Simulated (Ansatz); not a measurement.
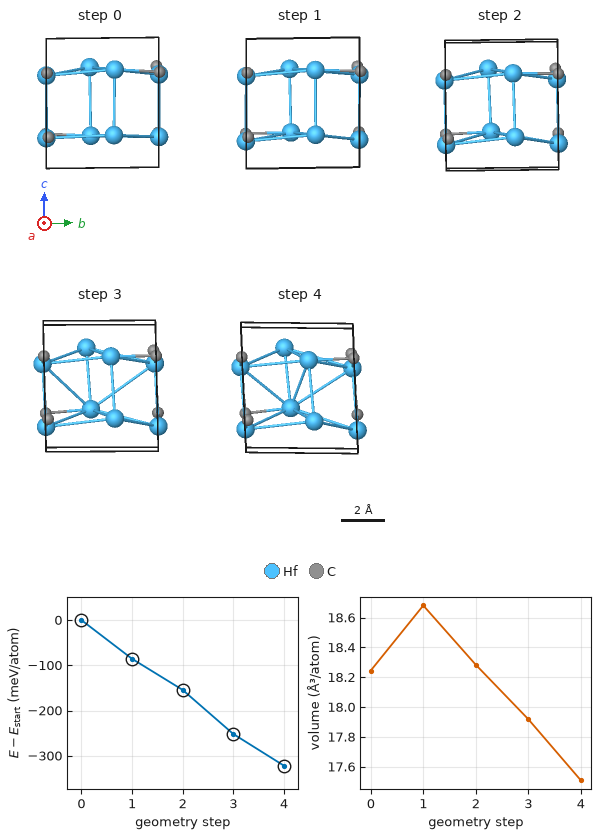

Frames of a relaxation of solid Hf3C2 (a generated structure, set up in P1) (coarse preliminary run), marked on the history of the run. The picture is a ball-and-stick view of the cell of the calculation, seen along the a axis.

Level of theory: DFT PBE, scalar-relativistic, plane waves, PAW (Ansatz 0.2.0).

Input file:
```yaml
crystal:
  lattice:
    - [-1.8603027538, -0.0574662112, 5.1818788295]
    - [5.8306815309, 0.053436529, -0.3722577533]
    - [0.0549835032, 6.181089997, -0.0479433945]
  atoms:
    - { symbol: Hf, position: [0.2436274744, 0.3965636712, 0.2482394861] }
    - { symbol: Hf, position: [0.1788745856, 0.3862696413, 0.7763574881] }
    - { symbol: Hf, position: [0.7980210784, 0.6021699317, 0.2511029668] }
    - { symbol: Hf, position: [0.8019855132, 0.6087583236, 0.7564510395] }
    - { symbol: Hf, position: [0.5044410441, 1.0026112936, 0.2334902317] }
    - { symbol: Hf, position: [0.4936199561, 1.0019671459, 0.7153874437] }
    - { symbol: C, position: [0.1251493505, 0.994007285, 0.2662167124] }
    - { symbol: C, position: [0.0995684286, 0.9798605393, 0.779024549] }
    - { symbol: C, position: [0.8911823336, 0.020446588, 0.239869583] }
    - { symbol: C, position: [0.8635302354, 0.0073455803, 0.7338604997] }
basis:
  ecutwfc: 420
kpoints:
  mp_grid: { grid: [4, 4, 4] }
hamiltonian:
  xc: pbe
scf:
  occupations: { method: gaussian, width: 0.2 }
  lower_state_search: "off"
output:
  forces: true
  stress: true
  eigenvalues: true
relax:
  adjacent_minimum: "off"
  f_tol: 0.025
  max_steps: 60
  cell: { stress_tol: 0.25 }
```

Command:
```bash
ansatz run input.yaml --threads 1 --pin off --max-ram 2560MiB --backend cpu --events-out ev --progress --plain --runs-dir out
```

Q: What happens along the run?

A: The run was cut off at its time limit before the relaxation converged, so the last structure is only a point on the way. The energy falls by 322 meV per atom in 4 geometry steps. Largest force component: 3.2 eV/Å at the start, 1.1 eV/Å at the end. The pressure goes from 3.14 to 0.39 GPa. Hf1 moves most relative to the cell: 0.56 Å roughly along [2 1 3]. By element the largest moves are Hf 0.56 Å, C 0.40 Å. The volume changes by −4.0 %, with a 5.506 → 5.548 Å (+0.8 %), b 5.843 → 5.825 Å (−0.3 %), c 6.182 → 5.972 Å (−3.4 %), α 88.9° → 91.2°, β 91.2° → 96.2°, γ 113.4° → 113.8°. Some distances before and after: Hf1–Hf4 4.192 → 2.910 Å, Hf3–Hf6 4.588 → 3.451 Å, Hf6–C7 3.395 → 2.460 Å, Hf1–Hf6 4.202 → 3.406 Å. New bonds form: Hf1–Hf4 (4.19 → 2.91 Å), Hf1–Hf6 (4.20 → 3.41 Å), Hf3–Hf6 (4.59 → 3.45 Å), Hf6–C7 (3.39 → 2.46 Å). Among the angles between lasting bonds that change: Hf5–C7–C9 165.7° → 155.9°, Hf4–C10–Hf6 104.6° → 98.2°, Hf4–C10–C8 68.4° → 74.4°. The space group stays P1 (No. 1). From step 0 to 1: Hf1 moves most (0.20 Å), volume +2.4 %, energy −85.6 meV per atom. From step 1 to 2: Hf6 moves most (0.19 Å), volume −2.1 %, energy −68.9 meV per atom. From step 2 to 3: Hf1 moves most (0.19 Å), volume −2.0 %, energy −97.4 meV per atom. From step 3 to 4: Hf1 moves most (0.18 Å), volume −2.3 %, energy −70.1 meV per atom.

```json
{"step": "0", "E − E(0), meV/atom": "0.00", "largest force component, eV/Å": "3.1765", "pressure, GPa": "3.14", "volume, Å³/atom": "18.245"}
{"step": "1", "E − E(0), meV/atom": "-85.60", "largest force component, eV/Å": "1.0811", "pressure, GPa": "-0.92", "volume, Å³/atom": "18.681"}
{"step": "2", "E − E(0), meV/atom": "-154.46", "largest force component, eV/Å": "1.4652", "pressure, GPa": "-0.83", "volume, Å³/atom": "18.284"}
{"step": "3", "E − E(0), meV/atom": "-251.87", "largest force component, eV/Å": "1.2171", "pressure, GPa": "-0.78", "volume, Å³/atom": "17.919"}
{"step": "4", "E − E(0), meV/atom": "-321.93", "largest force component, eV/Å": "1.0515", "pressure, GPa": "0.39", "volume, Å³/atom": "17.509"}
```
